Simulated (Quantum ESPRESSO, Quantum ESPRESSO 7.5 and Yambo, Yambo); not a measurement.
# CdWO4 (P2/c): Bethe-Salpeter spectra with Yambo

Wanted: excitons and ε₂ of CdWO4 (P2/c), with cost.

Program: Quantum ESPRESSO 7.5 and Yambo 5.3.0. Level of theory: LDA and many-body steps on it, plane waves. Results are calculated unless marked as measured.

## Step 1: The starting structure

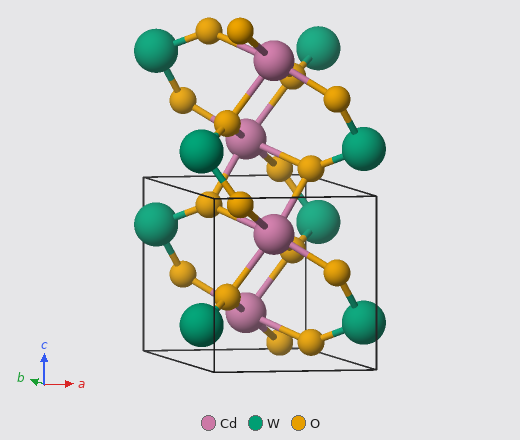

The starting structure, seen slightly off an axis (cadmium pink, tungsten teal, oxygen orange). 1×1×2 cells are drawn. Some periodic images of atoms are drawn too.

The cell and positions come from the Crystallography Open Database and are kept as given unless a step says otherwise. Spin-orbit coupling is left out unless a step names it.

## Step 2: Empty states on the mesh, 4×2×2 mesh, 216 bands

This step: Quantum ESPRESSO 7.5; DFT, LDA, plane waves, norm-conserving pseudopotentials.

The sums over transitions need many empty states on a uniform mesh; this step solves for them.

Contents of pw.in:

```
&control
  calculation = 'nscf'
  prefix = 'x'
  outdir = 'o'
  pseudo_dir = 'pseudo'
/
&system
  ibrav = 0
  nat = 12
  ntyp = 3
  ecutwfc = 94.0
  nbnd = 216
  force_symmorphic = .true.
/
&electrons
  conv_thr = 1e-9
  electron_maxstep = 80
  diago_full_acc = .true.
  diago_thr_init = 5e-6
/
ATOMIC_SPECIES
  Cd 112.41 Cd.upf
  W 183.84 W.upf
  O 15.999 O.upf
CELL_PARAMETERS angstrom
  5.0400000000 -0.0000000000 0.0000000000
  -0.0000000000 5.8701000000 -0.0000000000
  -0.1309573182 -0.0000000000 5.0824131071
ATOMIC_POSITIONS crystal
  Cd 0.5000000000 0.6972900000 0.2500000000
  Cd 0.5000000000 0.3027100000 0.7500000000
  W 0.0000000000 0.1785500000 0.2500000000
  W 0.0000000000 0.8214500000 0.7500000000
  O 0.2018000000 0.0955000000 0.9504000000
  O 0.7982000000 0.0955000000 0.5496000000
  O 0.7982000000 0.9045000000 0.0496000000
  O 0.2018000000 0.9045000000 0.4504000000
  O 0.2420000000 0.3703000000 0.3839000000
  O 0.7580000000 0.3703000000 0.1161000000
  O 0.7580000000 0.6297000000 0.6161000000
  O 0.2420000000 0.6297000000 0.8839000000
K_POINTS automatic
  4 2 2 0 0 0
```

Command:

```sh
$ OMP_NUM_THREADS=1 mpirun -n 8 pw.x -nk 4 -in pw.in > pw.out
```

The program printed:

```text
Program PWSCF v.7.5 starts

     This program is part of the open-source Quantum ESPRESSO suite
     for quantum simulation of materials; please cite
         "P. Giannozzi et al., J. Phys.:Condens. Matter 21 395502 (2009);
         "P. Giannozzi et al., J. Phys.:Condens. Matter 29 465901 (2017);
         "P. Giannozzi et al., J. Chem. Phys. 152 154105 (2020);
     in publications or presentations arising from this work. More details at

     Atomic positions and unit cell read from directory:
     o/x.save/

     Message from routine setup:
[...]
k = 0.0000-0.4293 0.0000 ( 15614 PWs)   bands (ev):

[...]
[... 15 further rows ...]
    59.8378  59.9404  59.9696  59.9855  60.2287  60.5007  60.8965  61.1959
    61.2764  61.6543  61.8190  62.0050  62.0202  62.4121  62.4517  62.4677

          k = 0.0000-0.4293-0.4958 ( 15656 PWs)   bands (ev):

     [... further k-points ...]

     highest occupied, lowest unoccupied level (ev):     8.7283   11.7260

     XML data file, pseudopotentials, collected wavefunctions

=------------------------------------------------------------------------------=
   JOB DONE.
=------------------------------------------------------------------------------=
```

It took 89 s on 8 MPI ranks of Arm Neoverse V2, shared host; peak memory 1.8 GiB; 12 min of CPU time.

Numbers from this step:

```
gap                                                           : 2.998 eV
k of the valence top                                          : 0, -0.5, 0
k of the conduction bottom                                    : 0, -0.5, 0
least direct gap                                              : 2.998 eV
k points computed                                             : 12
lowest point of the top converged band, above the valence top : 53.7394 eV
```

On this mesh the gap is 2.998 eV.

The density comes from a self-consistent run that is not shown.

## Step 3: Conversion and set-up

This step: Yambo 5.3.0; conversion and set-up on LDA, plane waves, norm-conserving pseudopotentials.

The states are converted to the many-body program's format and the q mesh is built.

Command:

```sh
$ (cd o/x.save; p2y > p2y.log; mv SAVE ../..); yambo > setup.log
```

The program printed:

```text
 Yambo, version 5.3.0

 [02] CORE Variables Setup
 =========================

  [02.01] Unit cells
  ==================

  Cell kind             :  Unknown
  Atoms in the cell     :  Cd  W  O
  number of Cd atoms    :  2
  number of W  atoms    :  2
  number of O  atoms    :   8

  List of atomic masses
  Mass of Cd    :  112.4100
  Mass of W     :  183.8400
  Mass of O     :  15.99900

  List of atomic coordinates    : [cc]
  Cd1       :  4.700241  7.734955  2.401092  order 1
  Cd2       :  4.576505  3.357926  7.203277  order 2
[...]
K/Q-points units:
 rlu = crystal or reduced units; cc = cartesian coordinates; iku = interal k-units

 Q [ 1]         [rlu]:  0.000000  0.000000  0.000000
 Q [ 2]         [rlu]:  0.35366E-17   0.0000     -0.50000
 Q [ 3]         [rlu]:  0.000000 -0.500000  0.000000
[...]
Q [ 8]         [rlu]:  0.250000 -0.500000 -0.500000
 Q [ 9]         [rlu]: -0.50000       0.0000      0.12732E-17
 Q [10]         [rlu]:  0.500000  0.000000 -0.500000
 Q [11]         [rlu]: -0.50000     -0.50000      0.12732E-17
 Q [12]         [rlu]:  0.500000  0.500000 -0.500000

  [03.01] X indexes
  =================

   [03.01.01] Sigma indexes
   ========================

 [06] Game Over & Game summary
```

Wall time 4.6 s (1 MPI rank); peak memory 0.26 GiB.

## Step 4: Screening and self-energy, 4×2×2 mesh, 216 bands, screening to 95.2 eV

Now the one-shot GW correction: screening in the RPA, then the self-energy of the levels asked for.

This step: G0W0 on LDA, plane waves, norm-conserving pseudopotentials.

Contents of gw1.in:

```
HF_and_locXC
gw0
dyson
ppa
em1d
rim_cut
RandQpts= 1000000
RandGvec= 1 RL
EXXRLvcs= 94 Ry
VXCRLvcs= 376 Ry
Chimod= "HARTREE"
% BndsRnXp
 1 | 216 |
%
NGsBlkXp= 7 Ry
% LongDrXp
 1 | 1 | 1 |
%
% GbndRnge
 1 | 216 |
%
DysSolver= "n"
ExtendOut
PPAPntXp= 27.21138 eV
% QPkrange
 3 | 3 | 57 | 60 |
 1 | 1 | 57 | 60 |
%
```

Command:

```sh
$ OMP_NUM_THREADS=1 mpirun -n 8 yambo -F gw1.in -J gw1 -C gw1 > gw1.log
```

The program printed:

```text
 Yambo, version 5.3.0

 [02] CORE Variables Setup
 =========================

  [... cell, symmetries and grids as in the set-up ...]

  [02.05] Energies & Occupations
  ==============================

  [X] === General ===
  [X] Electronic Temperature                        :  0.000000  0.000000 [eV K]
  [X] Bosonic    Temperature                        :  0.000000  0.000000 [eV K]
  [X] Finite Temperature mode                       : no
  [X] El. density                                   :  0.77146E+24 [cm-3]
[...]
Sx RL components                                 :  15645

   QP @ state[ 1 ] K range                          :  1  1
   QP @ state[ 1 ] b range                          :   57   60
   QP @ state[ 2 ] K range                          :  3  3
   QP @ state[ 2 ] b range                          :   57   60
   GF energies kind                                 : Slater exchange(X)+Perdew & Wang(C)
   GF WF`s kind                                     : Slater exchange(X)+Perdew & Wang(C)
   Xs energies kind                                 : Slater exchange(X)+Perdew & Wang(C)
   Xs WF`s kind                                     : Slater exchange(X)+Perdew & Wang(C)

 [11] Game Over & Game summary
```

Wall time 4.6 min (8 MPI ranks); peak memory 15 GiB.

Numbers from this step:

| Property | Result |
| --- | --- |
| G0W0 gap on the points computed | 4.803 eV |
| starting gap on the mesh | 2.998 eV |
| k of the valence top | 0, -0.5, 0 |
| k of the conduction bottom | 0, -0.5, 0 |
| least direct G0W0 gap on the computed points | 4.803 eV |

The gap on the mesh goes from 3.00 eV to 4.80 eV, a correction of +1.81 eV.

The gap opens by 1.805 eV; the next steps shift the empty bands rigidly by 1.805 eV.

## Step 5: Excitons

Light makes an electron and a hole together. The Bethe-Salpeter equation adds their screened attraction and their exchange, in a window of bands around the gap.

This step: Bethe-Salpeter equation on LDA with a scissors shift, plane waves, norm-conserving pseudopotentials.

Contents of bse3.in:

```
optics
bss
bse
em1s
dipoles
rim_cut
RandQpts= 1000000
RandGvec= 1 RL
Chimod= "HARTREE"
BSKmod= "SEX"
BSEmod= "resonant"
BSSmod= "d"
BSENGexx= 30 Ry
BSENGBlk= 6 Ry
% BSEQptR
 1 | 1 |
%
% BSEBands
 39 | 68 |
%
% BEnRange
 0 | 10 | eV
%
% BDmRange
 0.1 | 0.1 | eV
%
BEnSteps= 101
% BLongDir
 1 | 0 | 0 |
%
% BndsRnXs
 1 | 131 |
%
NGsBlkXs= 6 Ry
% LongDrXs
 1 | 1 | 1 |
%
% KfnQP_E
 1.805 | 1.0 | 1.0 |
%
WRbsWF
```

Command:

```sh
$ OMP_NUM_THREADS=1 mpirun -n 8 yambo -F bse3.in -J bse3 -C bse3 > bse3.log
```

The program printed:

```text
 Yambo, version 5.3.0

 [02] CORE Variables Setup
 =========================

  [... cell, symmetries and grids as in the set-up ...]

  [02.05] Energies & Occupations
  ==============================

  [X] === General ===
  [X] Electronic Temperature                        :  0.000000  0.000000 [eV K]
  [X] Bosonic    Temperature                        :  0.000000  0.000000 [eV K]
  [X] Finite Temperature mode                       : no
  [X] El. density                                   :  0.77146E+24 [cm-3]
  [X] Fermi Level                                   :  8.728327 [eV]

  [X] === Gaps and Widths ===
  [X] Conduction Band Min                           :  2.997649 [eV]
  [X] Valence Band Max                              :  0.000000 [eV]
  [X] Filled Bands                                  :   58
  [X] Empty Bands                                   :   59  216
  [X] Direct Gap                                    :  2.997649 [eV]
  [X] Direct Gap localized at k                     :  3
  [X] Indirect Gap                                  :  2.997649 [eV]
  [X] Indirect Gap between kpts                     :  3  3
  [X] Last valence band width                       :  0.441199 [eV]
  [X] 1st conduction band width                     :  0.717368 [eV]

 [03] Transferred momenta grid and indexing
 ==========================================

 [BZ sampling] Q-grid is User defined and/or read from the database

 IBZ Q-points                                      :  12
 BZ  Q-points                                      :  16

 K/Q-points units:
 rlu = crystal or reduced units; cc = cartesian coordinates; iku = interal k-units

 Q [ 1]         [rlu]:  0.000000  0.000000  0.000000
 Q [ 2]         [rlu]:  0.35366E-17   0.0000     -0.50000
 Q [ 3]         [rlu]:  0.000000 -0.500000  0.000000
 Q [ 4]         [rlu]:  0.35366E-17 -0.50000     -0.50000
 Q [ 5]         [rlu]:  0.25000       0.0000     -0.63661E-18
 Q [ 6]         [rlu]:  0.250000  0.000000 -0.500000
 Q [ 7]         [rlu]:  0.25000     -0.50000     -0.63661E-18
 Q [ 8]         [rlu]:  0.250000 -0.500000 -0.500000
 Q [ 9]         [rlu]: -0.50000       0.0000      0.12732E-17
 Q [10]         [rlu]:  0.500000  0.000000 -0.500000
 Q [11]         [rlu]: -0.50000     -0.50000      0.12732E-17
 Q [12]         [rlu]:  0.500000  0.500000 -0.500000

  [03.01] X + BSE indexes
  =======================

   [03.01.01] Sigma indexes
   ========================

 [04] Coloumb potential Random Integration (RIM)
 ===============================================

  [04.01] RIM initialization
  ==========================

  * Diagonal components only detected *

  8 x (sBL volume)        :  0.122227 [a.u.]
  sBZ random points       :  1000000
  Points outside the sBZ  :   7990763
  RL volume               :  0.244454 [a.u.]
  Integrated volume       :  0.244736 [a.u.]

  [04.02] RIM integrals
  =====================

  Gamma point sphere radius             :  0.090020 [a.u.]
  Points outside the sphere             :   802047
  [Int_sBZ(q=0) 1/q^2]*(Vol_sBZ)^(-1/3) =:  7.360908
                                 should be <:  7.795600

  Summary of Coulomb integrals for non-metallic bands |Q|[au] RIM/Bare

  Q [1] 0.100000E-4 0.944239 * Q [5] 0.164981 0.757648
  Q [3] 0.283208 1.090704 * Q [2] 0.327100 1.166716
  Q [7] 0.327758 1.035984 * Q [9] 0.329963 0.924099
  Q [6] 0.362537 1.099478 * Q [4] 0.432668 1.091057
  Q [11] 0.434836 0.993103 * Q [10] 0.458595 1.023114
  Q [8] 0.460044 1.064249 * Q [12] 0.538996 1.023870

 [WARNING] [Xs] User bands 1-131 break level degeneracy

 [05] External/Internal QP corrections
 =====================================

 [QP_apply] Action to be applied: USER defined scissor

  [05.01]  QP corrections report
  ==============================

  [K+QP] === General ===
  [K+QP] Electronic Temperature                     :  0.000000  0.000000 [eV K]
  [K+QP] Bosonic    Temperature                     :  0.000000  0.000000 [eV K]
  [K+QP] Finite Temperature mode                    : no
[...]
-60.61351 -60.61335 -38.42958 -38.40300 -38.39393 -38.31560 -38.31544 -38.24455
  -17.72640 -16.55433 -16.33939 -16.32500 -16.31049 -16.11747 -15.90156 -15.72812
  -6.597688 -6.458123 -6.412741 -6.208533 -6.165365 -6.147867 -6.098893 -5.841003
  -5.812067 -5.575797 -5.231504 -4.943924 -4.841690 -4.308204 -4.210203 -3.867175
  -3.820635 -3.611352 -2.806494 -2.785697 -2.745435 -2.318568 -2.174020 -1.868978
[...]
[... 3 further rows ...]
[...]
Eqp @ K [ 2]
[...]
[... 3 further rows ...]
[...]
Eqp @ K [ 3]
[...]
[... 3 further rows ...]
[...]
Eqp @ K [ 4]
[...]
[... 3 further rows ...]
[...]
Eqp @ K [ 5]
[...]
[... 3 further rows ...]
[...]
Eqp @ K [ 6]
[...]
[... 3 further rows ...]
[...]
Eqp @ K [ 7]
[...]
[... 3 further rows ...]
[...]
Eqp @ K [ 8]
[...]
[... 3 further rows ...]
[...]
Eqp @ K [ 9]
[...]
12.12269  12.81050  13.03622  13.35826  13.67724  14.71243  15.07838  15.47147
     [... 45 further rows ...]
   26.27362  26.27362  26.56518  26.56518  26.95348  26.95348  28.20835  28.20835
   28.76967  28.76967  29.81431  29.81431  30.30754  30.30754  31.31148  31.31148

 [06] Dipoles
 ============

  [06.01] Setup: observables and procedures
  =========================================

  [WARNING] [x,Vnl] slows the Dipoles computation. To neglect it rename the ns.kb_pp file

  [WARNING] [r,Vnl^pseudo] included in position and velocity dipoles.

  [WARNING] In case H contains other non local terms, these are neglected

 [07] Static Dielectric Matrix
 =============================

 [SLK-Inversion]  Pools        :  2
 [SLK-Inversion]  BLACS grid   :  2  2

 [WR./bse3//ndb.em1s]------------------------------------------------------------
  Brillouin Zone Q/K grids (IBZ/BZ)                :  12  16  12  16
  RL vectors                                       :  18397 [WF]
  Coulomb cutoff potential                         : none
  Electronic Temperature                           :  0.000000 [K]
  Bosonic    Temperature                           :  0.000000 [K]
  Static diel. fun.  energies                      : Slater exchange(X)+Perdew & Wang(C)
  wavefunctions                                    : Slater exchange(X)+Perdew & Wang(C)
  Global Gauge                                     : length
  X matrix size                                    :  261
  X band range                                     :    1  131
  X e/h energy range                               : -1.000000 -1.000000 [eV]
  X Time ordering                                  : T
  X Hxc Kernel                                     : HARTREE
  X Drude frequency                                :  0.000000  0.000000
  X poles                                          :  100.0000 [o/o]
  RL vectors in the sum                            :  18397
  [r,Vnl] included                                 : yes
  Field direction                                  :  0.577350E-5  0.577350E-5  0.577350E-5
  BZ energy Double Grid                            : no
  BZ energy DbGd points                            : 0
  BZ Q point size factor                           : -1.000000
  X Optical Averaged directions                    : none

 [08] Bethe Salpeter Equation driver
 ===================================

  [08.01] Bethe Salpeter Equation @q1
  ===================================

   [08.01.01] Transition pre-analysis @q1
   ======================================

   [08.01.02] Transition Groups build-up @q1
   =========================================

   [BSK] Transition groups (total):   48
   [BSK] Size (resonant):   3200
   [BSK]         (total):   3200
   [BSK] N. of matrices :  1

   [08.01.03] Loading Dipoles @q1
   ==============================

   [08.01.04] Independent Particles properties @q1
   ===============================================

   ==========================================================

   [BSE] Exchange components :  2827
   [BSE] Correlation components :   261   693

    [08.01.05.01] Screened interaction header I/O
    =============================================

    [08.01.05.02] Main kernel loop
    ==============================

    [08.01.05.03] Wave-Function Phases
    ==================================

    [BSE] WF phases found       :  70.83333 [o/o]

   [08.01.06] BSE solver(s) @q1
   ============================

   [SLK-Digonalization]  Pools        :  2
   [SLK-Digonalization]  BLACS grid   :  2  2

   [08.01.07] Diago Solver @q1
   ===========================

 [11] Game Over & Game summary
```

The job ended after 4.3 min (8 MPI ranks; peak memory 6.1 GiB).

Numbers from this step:

```yaml
transitions_in_the_window: 3200
direct_gap_of_the_transition_levels: 4.803 eV
lowest_state: 4.184 eV
first_strong_exciton_over_a_fiftieth_of_the_strongest_listed: 4.552 eV
binding_of_the_lowest_state_below_the_direct_gap: 0.6187 eV
coulomb_term_of_one_mesh_cell: 0.6141 eV
```

The binding is 1.0 times the screened Coulomb term of one mesh cell (0.61 eV), so it is not shown settled.

The lowest state lies at 4.184 eV, 0.619 eV under the direct gap.

Lines within 3 meV are set at the lowest of them, and the highest group, which the list may cut short, is left out; lines within 3 meV are set at the lowest of them, and the highest group, which the list may cut short, is left out. Exciton lines, with heights relative to the strongest:

```tsv
position (eV)	lines merged	strength, relative
4.184	1	0.9
4.420	1	0.0
4.534	1	0.0
4.551	1	2.4
4.559	1	65
4.567	2	5.4
4.584	1	25
4.617	1	0.3
4.637	1	0.3
4.669	1	100
4.687	1	2.4
4.725	1	0.1
4.740	1	0.0
4.754	1	19
4.781	1	0.0
4.788	1	0.0
4.795	1	42
4.812	1	0.1
4.829	1	0.0
4.835	1	17
```

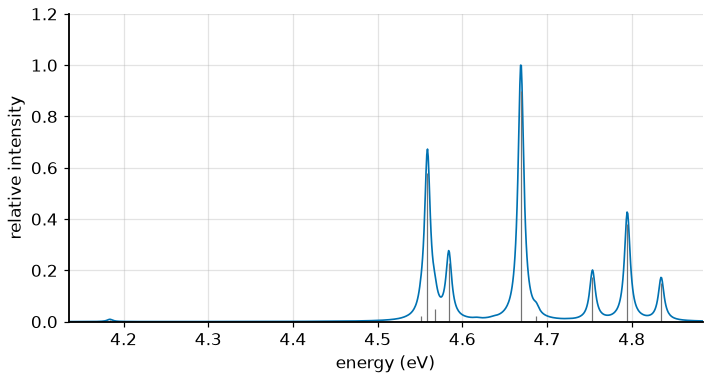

The exciton spectrum, broadened with Lorentzians of width 0.0081 eV; bars mark the lines.

The ε₂ has structure finer than the step of the table below, so its rows give means over 0.5 eV, whole bins alone (the curve runs from 0 to 10 eV). Peaks (eV: height): BSE 4.70: 2.75, 6.20: 5.59, 7.40: 5.72, 9.00: 4.87; no electron-hole interaction 6.10: 11.7, 6.50: 12.0, 8.20: 5.04, 9.60: 4.58.

Field along x; broadening 0.1 eV; transition window only. Limits: finite bands, cutoff and mesh; d shell near the gap, gap tends to lie low; no spin-orbit coupling; coarse k mesh; exciton not shown settled in the k mesh. Table of ε₂ by photon energy; means over each step:

```tsv
photon energy (eV)	BSE	no electron-hole interaction
0.5	0.0211	0.0232
1.0	0.0251	0.0274
1.5	0.0306	0.0329
2.0	0.0383	0.0404
2.5	0.0499	0.0510
3.0	0.0694	0.0668
3.5	0.108	0.0923
4.0	0.237	0.139
4.5	1.64	0.253
5.0	2.66	0.960
5.5	4.35	3.86
6.0	5.35	9.56
6.5	4.21	10.2
7.0	4.89	7.24
7.5	5.35	5.59
8.0	4.20	4.33
8.5	3.33	4.09
9.0	4.22	2.97
9.5	2.46	3.90
```

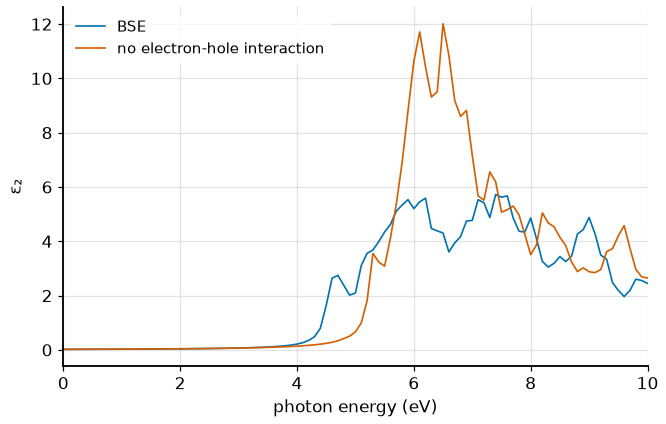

ε₂ against photon energy.

(Continued in part 2 of 3.)

[Paths, hosts, dates, memory and timing lines, banners, echoed tables and standing remarks are left out of the program output.]

[Logs are printed without paths, hosts, clocks, repeated set-up lines and the standing remarks that a program may print on its own settings, such as how far it seeks lower states.]

[Runs of the session that timed out or met a known fault of the program may be left out.]

[Hosts, paths, dates, database ids (printed as entryN), source tags and the programs' standing remarks are cut or masked in the printed files.]
